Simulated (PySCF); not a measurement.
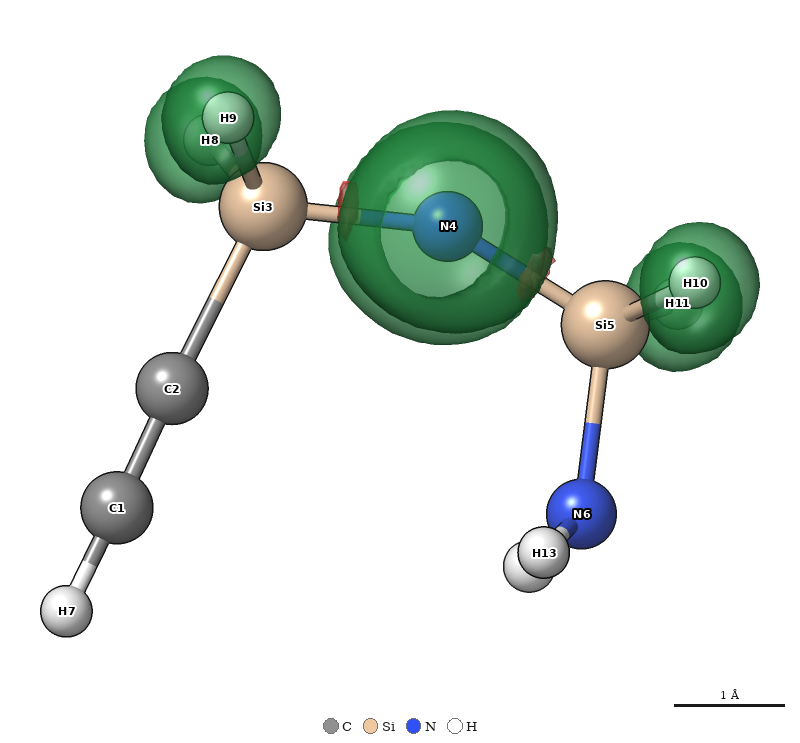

Figure. C2H7N2Si2 (SMILES C#C[SiH2][N][SiH2]N) (doublet). Isosurfaces of the spin density at +0.015 (green) and −0.015 e/Å³ (red), seen across its widest extent.

Geometry: GFN2-xTB.

Method: UKS B3LYP, pcH-1 on C H N Si, non-relativistic, mean-field spin-orbit, GIAO in PySCF 2.14.0, density-fitted response routines.

| atom | x (Å) | y (Å) | z (Å) |
| --- | --- | --- | --- |
| C | 2.5900 | -1.1773 | -0.1397 |
| C | 2.0334 | -0.1159 | -0.0522 |
| Si | 1.1198 | 1.5004 | 0.0887 |
| N | -0.5419 | 1.2362 | 0.2326 |
| Si | -1.9272 | 0.2689 | 0.3193 |
| N | -1.6204 | -1.4428 | 0.2378 |
| H | 3.0967 | -2.0970 | -0.2199 |
| H | 1.5974 | 2.1867 | 1.2980 |
| H | 1.3770 | 2.2716 | -1.1364 |
| H | -2.7782 | 0.5585 | -0.8354 |
| H | -2.5697 | 0.4851 | 1.6163 |
| H | -1.1084 | -1.8609 | 0.9986 |
| H | -1.2730 | -1.8129 | -0.6330 |

Q: Which atoms carry the spin?

A: The unpaired spin (1 electron) lies mostly on N4 (about 0.7), Si3 (about 0.1) and Si5 (about 0.1), in electrons by Hirshfeld's partition.
